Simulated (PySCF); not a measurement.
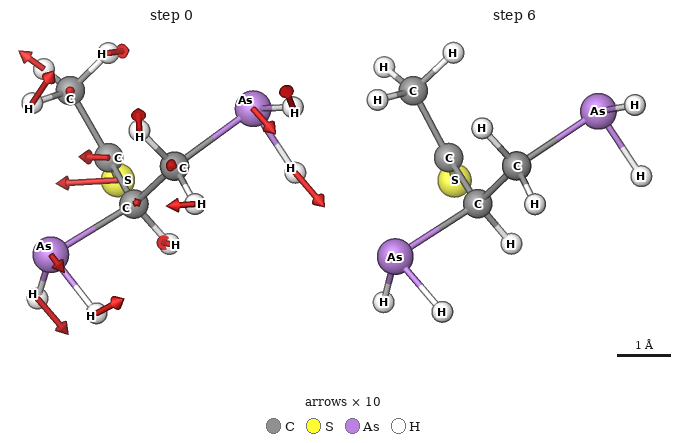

The structure of C$_{4}$H$_{10}$As$_{2}$S before (left) and after (right) a relaxation, at one scale. The red arrows give the displacements, magnified 10 times.

Style: ball-and-stick. Shown at a tilt.

The start comes from GFN2-xTB. Its atoms were then displaced at random by about 0.01 Å.

Level of theory: PySCF 2.14.0, density-fitted response routines, PBE0-D3(BJ)/def2-SVP geometry optimisation, gas phase. 

Q: Describe what moved and what it gained.

A: After 6 geometry steps the energy has fallen by 3.31 kcal/mol. The atom that moves furthest after the best rigid fit is the S atom (0.13 Å). By element the largest moves are S 0.13 Å, H 0.10 Å, As 0.08 Å, C 0.07 Å. Near-neighbour distances that change, for instance: C–C 1.451 → 1.498 Å, C–H 1.055 → 1.096 Å, As–H 1.491 → 1.524 Å, C–C 1.554 → 1.524 Å. Among the angles between lasting bonds that change: C–C–H 107.1° → 110.9°, H–As–H 88.9° → 92.4°, C–C–H 108.2° → 111.3°.
